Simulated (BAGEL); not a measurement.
# RI-MP2/cc-pVTZ (density fitting with cc-pvqz-jkfit) run of BrF (bromine fluoride)

Aim: the energy change on altering one bond length of BrF (bromine fluoride) at RI-MP2/cc-pVTZ (density fitting with cc-pvqz-jkfit), from 2 runs. 

The calculation is run with BAGEL 1.2.2.

20 further runs of the same task are left out: 4 that didn't finish, 16 set aside as unsound or not needed.

## (1) The structure to begin with

BrF: 2 atoms, total charge 0, spin state singlet. As SMILES, `FBr`. Geometry: relaxed at PBE0-D4/def2-TZVP.

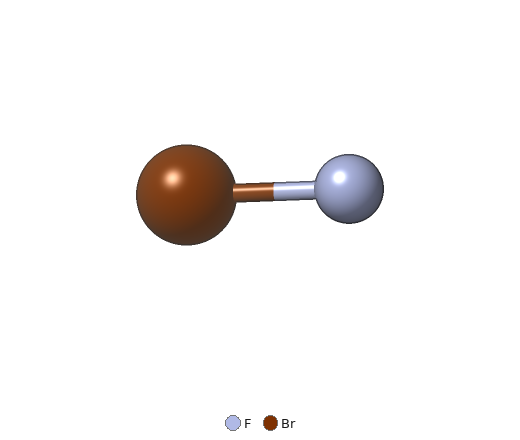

Viewed from a chosen angle; fluorine light blue, bromine brown.

## (2) A single-point energy at RI-MP2/cc-pVTZ (density fitting with cc-pvqz-jkfit)

input.json reads:

```json
{ "bagel" : [

{
  "title" : "molecule",
  "basis" : "cc-pvtz.json",
  "df_basis" : "cc-pvqz-jkfit",
  "angstrom" : "true",
  "geometry" : [
    { "atom" : "F", "xyz" : [       0.000000,       0.000000,       0.023210 ] },
    { "atom" : "Br", "xyz" : [       0.000000,       0.000000,       1.776730 ] }
  ]
},

{
  "title" : "hf"
},

{
  "title" : "mp2",
  "ncore" : 10
}

]}
```

The basis set cc-pVTZ is read from a file made from the Basis Set Exchange's data (not shown).

Started as:

```
$ BAGEL_NUM_THREADS=1 BAGEL input.json > input.out
```

What it wrote:

```text
* using 1 threads per process

  ===============================================================
  ===============================================================

  *** Geometry ***

  { "atom" : "F", "xyz" : [      0.000000,      0.000000,      0.043861 ] },
  { "atom" : "Br", "xyz" : [      0.000000,      0.000000,      3.357533 ] },

  Number of auxiliary basis functions:      324

  Since a DF basis is specified, we compute 2- and 3-index integrals:
    o Being stored without compression. Storage requirement is 0.014 GB

  Number of basis functions:       73
  Number of electrons      :       44

    * METHOD: MOLECULE                             0.10

  *** RHF ***

  === Nuclear Repulsion ===
    95.0606901324

      * DIIS with orbital gradients will be used.

  === RHF iteration (cc-pvtz.json) ===
      0      -2671.74645650          0.01873465           0.02
      1      -2671.79415954          0.01572679           0.02
      2      -2671.86498999          0.00096869           0.02
      3      -2671.86536649          0.00029471           0.02
      4      -2671.86540247          0.00007698           0.02
      5      -2671.86540572          0.00002802           0.02
      6      -2671.86540628          0.00001107           0.02
      7      -2671.86540637          0.00000225           0.02
      8      -2671.86540637          0.00000094           0.02
      9      -2671.86540637          0.00000015           0.02
     10      -2671.86540637          0.00000004           0.02
     11      -2671.86540637          0.00000001           0.02
     12      -2671.86540637          0.00000000           0.02
    * SCF iteration converged.

    * Permanent dipole moment:
           (   -0.000000,    -0.000000,    -0.677847) a.u.

    * METHOD: HF                                   0.42

  *** RHF ***

  === Nuclear Repulsion ===
    95.0606901324

      * DIIS with orbital gradients will be used.

  === RHF iteration (cc-pvtz.json) ===
      0      -2671.86540637          0.00000000           0.02
    * SCF iteration converged.

    * Permanent dipole moment:
           (   -0.000000,    -0.000000,    -0.677847) a.u.

  === DF-MP2 calculation ===

    * freezing 10 orbitals
    * 3-index integral transformation done
    * assembly done

      MP2 correlation energy:   -0.4795477559      0.01

      MP2 total energy:       -2672.3449541296

    * METHOD: MP2                                  0.07

  ===============================================================
```

Wall time 0.74 s (1 thread of Arm Neoverse V2, shared host).

## (3) The distorted shape, same level

calc.json reads:

```json
{ "bagel" : [

{
  "title" : "molecule",
  "basis" : "cc-pvtz.json",
  "df_basis" : "cc-pvqz-jkfit",
  "angstrom" : "true",
  "geometry" : [
    { "atom" : "F", "xyz" : [    0.000000,    0.000000,   -0.853570 ] },
    { "atom" : "Br", "xyz" : [    0.000000,    0.000000,    1.776730 ] }
  ]
},
{
  "title" : "hf"
},
{
  "title" : "mp2",
  "ncore" : 10
}

]}
```

The basis set cc-pVTZ is read from a file made from the Basis Set Exchange's data (not shown).

Started as:

```
$ BAGEL_NUM_THREADS=1 BAGEL calc.json > calc.out
```

What it wrote:

```text
* using 1 threads per process

  ===============================================================
  ===============================================================

  *** Geometry ***

  { "atom" : "F", "xyz" : [      0.000000,      0.000000,     -1.613014 ] },
  { "atom" : "Br", "xyz" : [      0.000000,      0.000000,      3.357533 ] },

  Number of auxiliary basis functions:      324

  Since a DF basis is specified, we compute 2- and 3-index integrals:
    o Being stored without compression. Storage requirement is 0.014 GB

  Number of basis functions:       73
  Number of electrons      :       44

    * METHOD: MOLECULE                             0.10

  *** RHF ***

  === Nuclear Repulsion ===
    63.3733115466

      * DIIS with orbital gradients will be used.

  === RHF iteration (cc-pvtz.json) ===
      0      -2671.42512757          0.02300562           0.03
      1      -2670.93099769          0.04282806           0.02
      2      -2671.71466965          0.00265638           0.02
      3      -2671.71920799          0.00109793           0.02
      4      -2671.72000966          0.00036320           0.02
      5      -2671.72014256          0.00017747           0.02
      6      -2671.72017326          0.00006402           0.02
      7      -2671.72017846          0.00001492           0.02
      8      -2671.72017858          0.00000324           0.02
      9      -2671.72017859          0.00000052           0.02
     10      -2671.72017859          0.00000008           0.02
     11      -2671.72017859          0.00000002           0.02
     12      -2671.72017859          0.00000001           0.02
    * SCF iteration converged.

    * Permanent dipole moment:
           (   -0.000000,     0.000000,    -1.659947) a.u.

    * METHOD: HF                                   0.42

  *** RHF ***

  === Nuclear Repulsion ===
    63.3733115466

      * DIIS with orbital gradients will be used.

  === RHF iteration (cc-pvtz.json) ===
      0      -2671.72017859          0.00000000           0.02
    * SCF iteration converged.

    * Permanent dipole moment:
           (   -0.000000,     0.000000,    -1.659946) a.u.

  === DF-MP2 calculation ===

    * freezing 10 orbitals
    * 3-index integral transformation done
    * assembly done

      MP2 correlation energy:   -0.5266358835      0.01

      MP2 total energy:       -2672.2468144736

    * METHOD: MP2                                  0.07

  ===============================================================
```

Run time: 0.74 s. Hardware: 1 thread of Arm Neoverse V2, shared host.

## (4) Results

At RI-MP2/cc-pVTZ (density fitting with cc-pvqz-jkfit), 10 core orbitals frozen:

| quantity | value |
| --- | --- |
| first shape: total energy | -2672.34495 Eh |
| first shape: correlation energy (10 core orbitals frozen) | -479.5 mEh |
| distorted shape: total energy | -2672.24681 Eh |
| distorted shape: correlation energy (10 core orbitals frozen) | -526.6 mEh |
| energy change with the F1–Br2 bond stretched from 1.754 to 2.630 Å | 2.671 eV |

In words: One bond (distorted shape) is far stretched, which a spin-restricted single reference describes badly; perturbation theory on it can break down and give far too much correlation. With the F1–Br2 bond stretched from 1.754 to 2.630 Å the energy rises by 2.67 eV (258 kJ/mol). The first shape isn't relaxed at this level, so the change isn't measured from a minimum. A restricted reference can't describe the breaking bond well at this length.
